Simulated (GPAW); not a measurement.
# How the functional moves the magnetism of free-standing square Mo monolayer, spacing 3.288 A

Two starts of free-standing square Mo monolayer, spacing 3.288 A are run at each set of the functional. What moves?

Main program and level: GPAW 26.7.0; several functionals; plane waves with GPAW's PAW setups, scalar-relativistic.

## 1. Starting point

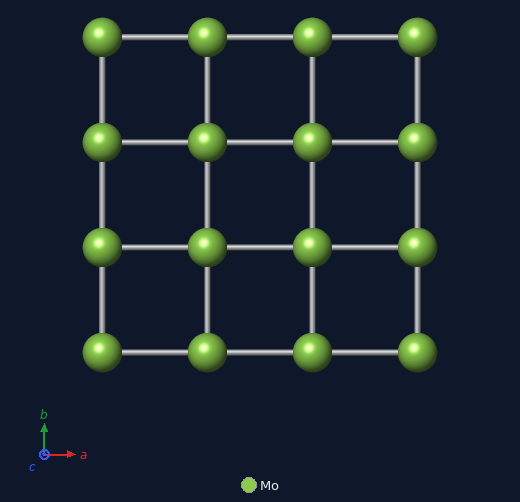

The cell as given, from above (molybdenum green). 3×3×1 cells are drawn. Some periodic images of atoms are drawn too.

The cell holds 1 atom: 1 Mo. Cell: a = 3.288 Å, b = 3.288 Å, c = 14.000 Å, α = 90.0°, β = 90.0°, γ = 90.0°. model lattice. Vacuum lies along c.

## 2. Set 1 (LDA), start ferro +

Each set takes another functional on the same cell and mesh.

order1.py

```python
import json
import numpy as np
from ase import Atoms
from ase.parallel import paropen, parprint
from gpaw import GPAW

atoms = Atoms(['Mo'],
    cell=[[3.288, 0.0, 0.0],
         [0.0, 3.288, 0.0],
         [0.0, 0.0, 14.0]],
    scaled_positions=[[0.0, 0.0, 0.5]],
    pbc=True,
    magmoms=[1.0])
atoms.calc = GPAW(mode={'name': 'pw', 'ecut': 600},
    xc='LDA',
    kpts={'size': (8, 8, 1), 'gamma': True},
    occupations={'name': 'fermi-dirac', 'width': 0.05},
    convergence={'density': 1e-05, 'energy': 1e-05},
    maxiter=200,
    symmetry={'tolerance': 1e-4},
    txt='order1.txt')
e = atoms.get_potential_energy(force_consistent=True)
res = {'free_energy': e, 'energy_sigma0': atoms.get_potential_energy(), 'fermi_energy': atoms.calc.get_fermi_level()}
res['moments'] = atoms.get_magnetic_moments().tolist()
res['total'] = atoms.get_magnetic_moment()
parprint('site moments (muB):', np.round(res['moments'], 3))
parprint(f"total moment: {res['total']:.3f} muB")
parprint(f'free energy: {e:.6f} eV')
atoms.calc.write('order1.gpw')
with paropen('results.json', 'w') as f:
    json.dump(res, f)
```

Launch:

```console
OMP_NUM_THREADS=1 python3 order1.py > order1.log
```

Output:

```text
site moments (muB): [2.752]
total moment: 3.726 muB
free energy: -6.294154 eV

--- order1.txt ---
Input parameters:
  mode=PW(ecut=600),
  convergence={'density': 1e-05, 'energy': 1e-05},
  kpts=MonkhorstPack(size=(8, 8, 1), gamma=True),
  maxiter=200,
  occupations=Occupations(name='fermi-dirac', width=0.05),
  symmetry=Symmetry(tolerance=0.0001),
  xc=XC(name='LDA')

Diagonalizing LCAO Hamiltonian
Converting LCAO to pw mode
   .-------.
  /|       |
 * |       |
 | |       |
 | |       |
 | |       |
 | |       |
 | |       |
 | |       |
 | |       |
 Mo|       |
 | |       |
 | |       |
 | |       |
 | |       |
 | |       |
 | |       |
 | .-------.
 |/       /
 *-------*

Atoms  # Å, Bohr magnetons
|   | symbol |        x |        y |        z |    initial magnetic moments |
|---|--------|----------|----------|----------|-----------------------------|
| 0 |     Mo | 0.000000 | 0.000000 | 7.000000 | ( 0.0000,  0.0000,  1.0000) |

Unit cell  # Å
| periodic |        x |        y |         z |   lengths |    angles |
|----------|----------|----------|-----------|-----------|-----------|
|      yes | 3.288000 | 0.000000 |  0.000000 |  3.288000 | 90.000000 |
|      yes | 0.000000 | 3.288000 |  0.000000 |  3.288000 | 90.000000 |
|      yes | 0.000000 | 0.000000 | 14.000000 | 14.000000 | 90.000000 |

Number of symmetries: 16

BZ-sampling:
  Number of BZ points: 64
  Number of IBZ points: 15

  Monkhorst-Pack size: [8, 8, 1]
  Monkhorst-Pack shift: [0.0625, 0.0625, 0.0]

Plane wave coefficients: 5111
Cutoff: 600.0 eV

Spin-components: 2 (collinear spins)
Bands:           13
Projectors:      6
Spin-degeneracy: 1
Datatype:        complex128

Parallelization:
  kpt:    1
  domain: 1
  band:   1

Density:
  Valence electrons: 14.0
  Components: 2
  Grid points: [20 20 80]
  Charge: 0.0  # |e|

Potential:
  Grid points: [20 20 80]

[... setups left out ...]
Reference energy: -110019.813038  # eV

eigensolver:
  PPCG
  Converge bands: occupied
  niter=2

density mixing:
  MSR1-Mixer
  Pratt-step length: 0.05
  Maximum mixing coefficient: 0.75
  Old densities: 10
  SVD Regularization: 0.005
  Good broyden scale: 1.0
  Trust region scale: 1.0
  Backstep threshold: 4.0
  History deletion threshold: 6.0
  Fourier metric: weight=20.0, sigma=0.015

occupation numbers:
  Fermi-Dirac:
    width: 0.0500  # eV

poisson solver:
  ecut: 4800.0  # eV

xc functional:
  name: None

convergence criteria:
- Maximum integral of absolute [dens]ity change: 1e-05 electrons / valence electron
- Maximum [total energy] change in last 3 cyles: 1e-05 eV / valence electron
- Maximum integral of absolute [eigenst]ate change: 4e-08 eV^2 / valence electron
maximum number of iterations: 200

SCF iterations
|iter     |      energy | eigst |  dens |  magmom |
|---------|-------------|-------|-------|---------|
|iter:   1|       0s |   -5.997794 | +0.17 |       |  +0.9903|
|iter:   2|       1s |   -5.957145 | -1.27 | -0.97 |  +0.9833|
|iter:   3|       3s |   -5.886259 | -1.63 | -1.02 |  +1.0377|
|iter:   4|       4s |   -5.954095 | -2.38 | -1.30 |  +1.2620|
|iter:   5|       6s |   -6.080937 | -2.11 | -1.26 |  +1.8334|
|iter:   6|       7s |   -6.156554 | -2.24 | -1.37 |  +2.5828|
|iter:   7|       9s |   -6.219460 | -2.27 | -1.33 |  +2.8846|
|iter:   8|      11s |   -6.264593 | -2.16 | -1.43 |  +4.0233|
|iter:   9|      12s |   -6.268964 | -2.72 | -1.43 |  +3.3384|
|iter:  10|      14s |   -6.229062 | -2.35 | -1.65 |  +4.4157|
|iter:  11|      16s |   -6.283855 | -2.90 | -1.40 |  +3.8084|
|iter:  12|      17s |   -6.282361 | -3.38 | -2.18 |  +3.5829|
|iter:  13|      19s |   -6.284314 | -4.60 | -2.02 |  +3.6618|
|iter:  14|      21s |   -6.284081 | -5.49 | -2.27 |  +3.6479|
|iter:  15|      23s |   -6.284990 | -4.75 | -2.23 |  +3.7194|
|iter:  16|      24s |   -6.285076 | -5.56 | -2.83 |  +3.7231|
|iter:  17|      26s |   -6.285119c| -5.75 | -3.06 |  +3.7323|
|iter:  18|      28s |   -6.285136c| -6.71 | -3.38 |  +3.7286|
|iter:  19|      31s |   -6.285152c| -6.62 | -3.70 |  +3.7263|
|iter:  20|      32s |   -6.285153c| -7.51c| -4.46 |  +3.7259|
|iter:  21|      34s |   -6.285153c| -7.95c| -5.15c|  +3.7259|

Converged in 21 steps
Energy contributions relative to reference atoms: (reference = -110019.813038)

Energy contributions:
  Kinetic:         -18.083732
  Coulomb:          14.214742
  Zero:             -0.402582
  External:          0.000000
  Xc:               -2.004581
  Entropy:          -0.018000
  Spinorbit:         0.000000
  ----------------------------
  Free energy:      -6.294154
  Extrapolated:     -6.285153

dipole moment: (-12.159933, -12.159933, 0.000002)  # |e|*Ang

Total magnetic moment: (0.000000, 0.000000, 3.725852)

Local magnetic moments
|        x |        y |        z |
|----------|----------|----------|
| 0.000000 | 0.000000 | 2.751867 |  # Mo   0

Fermi level: -2.594
Eigenvalues  # (at kpt = [0.000, 0.000, 0.000])
| band index |      eig [eV] | occ [0-1] |      eig [eV] | occ [0-1] |
|------------|---------------|-----------|---------------|-----------|
|          0 |       -64.000 |     1.000 |       -62.229 |     1.000 |
|          1 |       -38.339 |     1.000 |       -36.327 |     1.000 |
|          2 |       -38.088 |     1.000 |       -36.327 |     1.000 |
|          3 |       -38.088 |     1.000 |       -36.085 |     1.000 |
|          4 |        -6.166 |     1.000 |        -5.043 |     1.000 |
|          5 |        -4.735 |     1.000 |        -3.116 |     1.000 |
|          6 |        -3.836 |     1.000 |        -1.728 |     0.000 |
|          7 |        -2.650 |     0.756 |        -0.690 |     0.000 |
|          8 |        -2.650 |     0.756 |        -0.362 |     0.000 |
|          9 |        -1.857 |     0.000 |        -0.362 |     0.000 |
|         10 |        -1.678 |     0.000 |        -0.117 |     0.000 |
|         11 |         1.569 |     0.000 |         1.776 |     0.000 |
|         12 |         2.671 |     0.000 |         2.913 |     0.000 |

No gap
No difference between direct/indirect transitions
```

Run time: 40 s. Hardware: 1 MPI rank of Intel Xeon Platinum 8488C (Sapphire Rapids), shared host; peak memory 0.24 GiB.

Spin moment in the augmentation sphere by atom:

| atom | spin moment in the augmentation sphere (μB) |
| --- | --- |
| Mo1 | 2.75 |

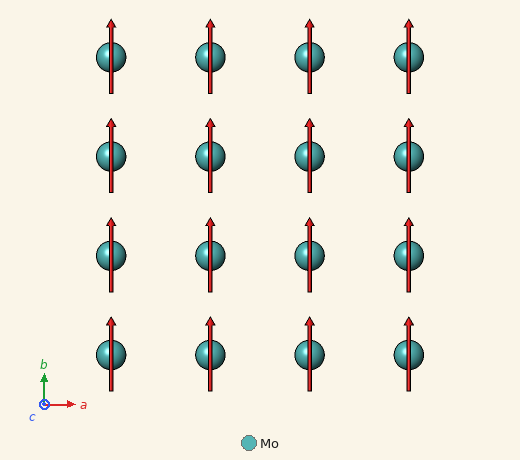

Spin moment in the augmentation sphere as arrows, the longest 2.75 μB. Up and down stand for the sign. Arrows give size and sign along the axis of quantisation, drawn up and down the page. 3×3×1 cells are drawn. Some periodic images of atoms are drawn too.

This step gave:

```yaml
magnetization: 3.726 μB
final_state: ferromagnetic
```

After 21 cycles the largest moment stands at 2.75 μB.

## 3. Set 1 (LDA), start antiferro q=(0,1/2,0) +-

The second start gives the energy difference between the two end states, the quantity that is followed from set to set. Its q is in fractions of the reciprocal vectors of the first run's cell.

order2.py is the script of step 2 with these lines changed:

```diff
@@ -6,12 +6,13 @@
 
-atoms = Atoms(['Mo'],
+atoms = Atoms(['Mo', 'Mo'],
     cell=[[3.288, 0.0, 0.0],
-         [0.0, 3.288, 0.0],
+         [0.0, 6.576, 0.0],
          [0.0, 0.0, 14.0]],
-    scaled_positions=[[0.0, 0.0, 0.5]],
+    scaled_positions=[[0.0, 0.0, 0.5],
+         [0.0, 0.5, 0.5]],
     pbc=True,
-    magmoms=[1.0])
+    magmoms=[1.0, -1.0])
 atoms.calc = GPAW(mode={'name': 'pw', 'ecut': 600},
     xc='LDA',
-    kpts={'size': (8, 8, 1), 'gamma': True},
+    kpts={'size': (8, 4, 1), 'gamma': True},
     occupations={'name': 'fermi-dirac', 'width': 0.05},
@@ -20,3 +21,3 @@
     symmetry={'tolerance': 1e-4},
-    txt='order1.txt')
+    txt='order2.txt')
 e = atoms.get_potential_energy(force_consistent=True)
@@ -28,3 +29,3 @@
 parprint(f'free energy: {e:.6f} eV')
-atoms.calc.write('order1.gpw')
+atoms.calc.write('order2.gpw')
 with paropen('results.json', 'w') as f:
```

Launch:

```console
OMP_NUM_THREADS=1 python3 order2.py > order2.log
```

Output:

```text
site moments (muB): [ 3.039 -3.039]
total moment: 0.000 muB
free energy: -13.111895 eV

--- order2.txt ---
Input parameters:
  mode=PW(ecut=600),
  convergence={'density': 1e-05, 'energy': 1e-05},
  kpts=MonkhorstPack(size=(8, 4, 1), gamma=True),
  maxiter=200,
  occupations=Occupations(name='fermi-dirac', width=0.05),
  symmetry=Symmetry(tolerance=0.0001),
  xc=XC(name='LDA')

Diagonalizing LCAO Hamiltonian
Converting LCAO to pw mode
     .-------.
    /|       |
   / |       |
  /  |       |
 *   |       |
 |   |       |
 |   |       |
 |   |       |
 |   |       |
 |   |       |
 | Mo|       |
 |   |       |
 Mo  |       |
 |   |       |
 |   |       |
 |   |       |
 |   |       |
 |   .-------.
 |  /       /
 | /       /
 |/       /
 *-------*

Atoms  # Å, Bohr magnetons
|   | symbol |        x |        y |        z |    initial magnetic moments |
|---|--------|----------|----------|----------|-----------------------------|
| 0 |     Mo | 0.000000 | 0.000000 | 7.000000 | ( 0.0000,  0.0000,  1.0000) |
| 1 |     Mo | 0.000000 | 3.288000 | 7.000000 | ( 0.0000,  0.0000, -1.0000) |

Number of symmetries: 8

BZ-sampling:
  Number of BZ points: 32
  Number of IBZ points: 15

  Monkhorst-Pack size: [8, 4, 1]
  Monkhorst-Pack shift: [0.0625, 0.125, 0.0]

Plane wave coefficients: 10149
Cutoff: 600.0 eV

Spin-components: 2 (collinear spins)
Bands:           21
Projectors:      12
Spin-degeneracy: 1
Datatype:        complex128

Parallelization:
  kpt:    1
  domain: 1
  band:   1

Density:
  Valence electrons: 28.0
  Components: 2
  Grid points: [20 40 80]
  Charge: 0.0  # |e|

Potential:
  Grid points: [20 40 80]

[...]
|iter:  17|     109s |  -13.094244c| -6.49 | -3.71 |  +0.0000|
|iter:  18|     115s |  -13.094256c| -7.35 | -4.16 |  +0.0000|
|iter:  19|     119s |  -13.094257c| -7.90c| -4.87 |  +0.0000|
|iter:  20|     122s |  -13.094257c| -8.21c| -5.48c|  +0.0000|

Converged in 20 steps
Energy contributions relative to reference atoms: (reference = -220039.626075)

Energy contributions:
  Kinetic:         -34.814226
  Coulomb:          27.495648
  Zero:             -0.828395
  External:          0.000000
  Xc:               -4.929646
  Entropy:          -0.035275
  Spinorbit:         0.000000
  ----------------------------
  Free energy:     -13.111895
  Extrapolated:    -13.094257

dipole moment: (-24.298172, -24.298170, 0.000003)  # |e|*Ang

Total magnetic moment: (0.000000, 0.000000, 0.000007)

Local magnetic moments
|        x |        y |         z |
|----------|----------|-----------|
| 0.000000 | 0.000000 |  3.038799 |  # Mo   0
| 0.000000 | 0.000000 | -3.038794 |  # Mo   1

Fermi level: -2.645
Eigenvalues  # (at kpt = [0.000, 0.000, 0.000])
| band index |      eig [eV] | occ [0-1] |      eig [eV] | occ [0-1] |
|------------|---------------|-----------|---------------|-----------|
|          0 |       -64.026 |     1.000 |       -64.026 |     1.000 |
|        ... |               |           |               |           |
|          5 |       -36.201 |     1.000 |       -36.201 |     1.000 |
|          6 |       -36.168 |     1.000 |       -36.168 |     1.000 |
|          7 |       -35.986 |     1.000 |       -35.986 |     1.000 |
|          8 |        -5.806 |     1.000 |        -5.806 |     1.000 |
[...]
|         17 |        -1.275 |     0.000 |        -1.275 |     0.000 |
|         18 |        -0.969 |     0.000 |        -0.969 |     0.000 |
|         19 |        -0.339 |     0.000 |        -0.339 |     0.000 |
|         20 |        -0.198 |     0.000 |        -0.198 |     0.000 |

No gap
No difference between direct/indirect transitions
```

Wall time 2.2 min (1 MPI rank); peak memory 0.41 GiB.

Spin moment in the augmentation sphere by atom:

| atom | spin moment in the augmentation sphere (μB) |
| --- | --- |
| Mo1 | 3.04 |
| Mo2 | -3.04 |

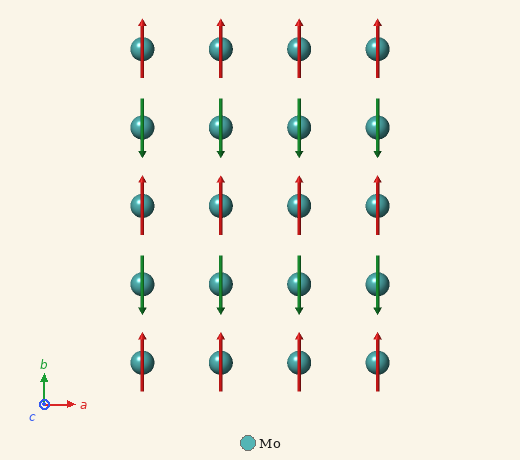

Spin moment in the augmentation sphere as arrows, the longest 3.04 μB. Up and down stand for the sign. Arrows give size and sign along the axis of quantisation, drawn up and down the page. The two directions have two colours. 3×2×1 cells are drawn. Some periodic images of atoms are drawn too.

This step gave:

```
magnetization : 0 μB
final state   : antiferromagnetic
```

This start lies -261.8 meV a seeded atom from the first; its largest moment is 3.04 μB.

## 4. Set 2 (PBE), start ferro +

order1.py is the script of step 2 with these lines changed:

```diff
@@ -14,3 +14,3 @@
 atoms.calc = GPAW(mode={'name': 'pw', 'ecut': 600},
-    xc='LDA',
+    xc='PBE',
     kpts={'size': (8, 8, 1), 'gamma': True},
```

Launch:

```console
OMP_NUM_THREADS=1 python3 order1.py > order1.log
```

Output:

```text
site moments (muB): [2.85]
total moment: 3.814 muB
free energy: -6.200745 eV

--- order1.txt ---
Input parameters:
  mode=PW(ecut=600),
  convergence={'density': 1e-05, 'energy': 1e-05},
  kpts=MonkhorstPack(size=(8, 8, 1), gamma=True),
  maxiter=200,
  occupations=Occupations(name='fermi-dirac', width=0.05),
  symmetry=Symmetry(tolerance=0.0001),
  xc=XC(name='PBE')

Diagonalizing LCAO Hamiltonian
[...]
|          3 |       -37.902 |     1.000 |       -35.539 |     1.000 |
|          4 |        -5.793 |     1.000 |        -4.736 |     1.000 |
[...]
|          9 |        -1.582 |     0.000 |         0.319 |     0.000 |
|         10 |        -1.401 |     0.000 |         0.332 |     0.000 |
|         11 |         1.503 |     0.000 |         1.913 |     0.000 |
|         12 |         2.569 |     0.000 |         3.090 |     0.000 |

No gap
No difference between direct/indirect transitions


[key lines of the parts left out:]
Free energy:      -6.200745
Converged in 20 steps
dipole moment: (-12.123025, -12.123025, 0.000002)  # |e|*Ang
Fermi level: -2.338
```

Elapsed: 42 s, on 1 MPI rank; peak memory 0.25 GiB.

Numbers from this step:

```yaml
magnetization: 3.814 μB
final_state: ferromagnetic
largest_moment: 2.850 μB
```

The largest moment moves by +0.10 μB from set 1, at 1.1 times its CPU time.

## 5. Set 2 (PBE), start antiferro q=(0,1/2,0) +-

order2.py is the script of step 3 with these lines changed:

```diff
@@ -15,3 +15,3 @@
 atoms.calc = GPAW(mode={'name': 'pw', 'ecut': 600},
-    xc='LDA',
+    xc='PBE',
     kpts={'size': (8, 4, 1), 'gamma': True},
```

Launch:

```console
OMP_NUM_THREADS=1 python3 order2.py > order2.log
```

Output:

```text
site moments (muB): [ 3.423 -3.423]
total moment: 0.000 muB
free energy: -13.096969 eV

--- order2.txt ---
Input parameters:
  mode=PW(ecut=600),
  convergence={'density': 1e-05, 'energy': 1e-05},
  kpts=MonkhorstPack(size=(8, 4, 1), gamma=True),
  maxiter=200,
  occupations=Occupations(name='fermi-dirac', width=0.05),
  symmetry=Symmetry(tolerance=0.0001),
  xc=XC(name='PBE')

Diagonalizing LCAO Hamiltonian
[...]
|          9 |        -4.447 |     1.000 |        -4.447 |     1.000 |
|         10 |        -3.544 |     1.000 |        -3.544 |     1.000 |
[...]
|         17 |        -0.539 |     0.000 |        -0.539 |     0.000 |
|         18 |        -0.241 |     0.000 |        -0.241 |     0.000 |
|         19 |         0.435 |     0.000 |         0.435 |     0.000 |
|         20 |         0.624 |     0.000 |         0.624 |     0.000 |

No gap
No difference between direct/indirect transitions


[key lines of the parts left out:]
Free energy:     -13.096969
Converged in 22 steps
dipole moment: (-24.193471, -24.193470, 0.000003)  # |e|*Ang
Fermi level: -2.336
```

Elapsed: 2.5 min, on 1 MPI rank; peak memory 0.42 GiB.

Read from the output:

| Item | Value |
| --- | --- |
| magnetization | 0 μB |
| final state | antiferromagnetic |
| largest moment | 3.423 μB |

This start lies -347.7 meV a seeded atom from the first, a change of -85.9 meV since set 1; its largest moment is 3.42 μB.

## 6. Set 3 (revPBE), start ferro +

order1.py is the script of step 4 with these lines changed:

```diff
@@ -14,3 +14,3 @@
 atoms.calc = GPAW(mode={'name': 'pw', 'ecut': 600},
-    xc='PBE',
+    xc='revPBE',
     kpts={'size': (8, 8, 1), 'gamma': True},
```

Launch:

```console
OMP_NUM_THREADS=1 python3 order1.py > order1.log
```

Output:

```text
site moments (muB): [3.112]
total moment: 4.165 muB
free energy: -6.096435 eV

--- order1.txt ---
Input parameters:
  mode=PW(ecut=600),
  convergence={'density': 1e-05, 'energy': 1e-05},
  kpts=MonkhorstPack(size=(8, 8, 1), gamma=True),
  maxiter=200,
  occupations=Occupations(name='fermi-dirac', width=0.05),
  symmetry=Symmetry(tolerance=0.0001),
  xc=XC(name='revPBE')

Diagonalizing LCAO Hamiltonian
[...]
|          3 |       -37.832 |     1.000 |       -35.264 |     1.000 |
|          4 |        -5.781 |     1.000 |        -4.490 |     1.000 |
[...]
|          9 |        -1.594 |     0.000 |         0.666 |     0.000 |
|         10 |        -1.289 |     0.000 |         0.704 |     0.000 |
|         11 |         1.461 |     0.000 |         1.848 |     0.000 |
|         12 |         2.502 |     0.000 |         3.026 |     0.000 |

No gap
No difference between direct/indirect transitions


[key lines of the parts left out:]
Free energy:      -6.096435
Converged in 22 steps
dipole moment: (-12.102688, -12.102688, 0.000002)  # |e|*Ang
Fermi level: -2.178
```

The job ended after 40 s (1 MPI rank; peak memory 0.25 GiB).

This step gave:

```
magnetization  : 4.165 μB
final state    : ferromagnetic
largest moment : 3.112 μB
```

The largest moment moves by +0.26 μB from set 2, at 0.95 times its CPU time.

## 7. Set 3 (revPBE), start antiferro q=(0,1/2,0) +-

order2.py is the script of step 5 with these lines changed:

```diff
@@ -15,3 +15,3 @@
 atoms.calc = GPAW(mode={'name': 'pw', 'ecut': 600},
-    xc='PBE',
+    xc='revPBE',
     kpts={'size': (8, 4, 1), 'gamma': True},
```

Launch:

```console
OMP_NUM_THREADS=1 python3 order2.py > order2.log
```

Output:

```text
site moments (muB): [ 3.504 -3.504]
total moment: -0.000 muB
free energy: -12.965531 eV

--- order2.txt ---
Input parameters:
  mode=PW(ecut=600),
  convergence={'density': 1e-05, 'energy': 1e-05},
  kpts=MonkhorstPack(size=(8, 4, 1), gamma=True),
  maxiter=200,
  occupations=Occupations(name='fermi-dirac', width=0.05),
  symmetry=Symmetry(tolerance=0.0001),
  xc=XC(name='revPBE')

Diagonalizing LCAO Hamiltonian
[...]
|          8 |        -5.512 |     1.000 |        -5.512 |     1.000 |
|          9 |        -4.342 |     1.000 |        -4.342 |     1.000 |
[...]
|         17 |        -0.301 |     0.000 |        -0.301 |     0.000 |
|         18 |        -0.007 |     0.000 |        -0.007 |     0.000 |
|         19 |         0.684 |     0.000 |         0.684 |     0.000 |
|         20 |         0.857 |     0.000 |         0.857 |     0.000 |

No gap
No difference between direct/indirect transitions


[key lines of the parts left out:]
Free energy:     -12.965531
Converged in 23 steps
dipole moment: (-24.174240, -24.174239, 0.000003)  # |e|*Ang
Fermi level: -2.198
```

Elapsed: 2.2 min, on 1 MPI rank; peak memory 0.43 GiB.

This step gave:

* magnetization: 0 μB
* final state: antiferromagnetic
* largest moment: 3.504 μB

This start lies -386.3 meV a seeded atom from the first, a change of -38.6 meV since set 2; its largest moment is 3.50 μB.

(Continued in part 2 of 2.)

[Logs and program files are shortened in this print: banners, set-up blocks, solver, clock and traceback lines can be left out without a mark of their own.]

[Logs are printed without paths, hosts, clocks, repeated set-up lines and the standing remarks that a program may print on its own settings, such as how far it seeks lower states.]

[Hosts, paths, dates, database ids (printed as entryN), source tags and the programs' standing remarks are cut or masked in the printed files.]

[Where a cell is said to come from a database of computed structures, the database is the Materials Project.]
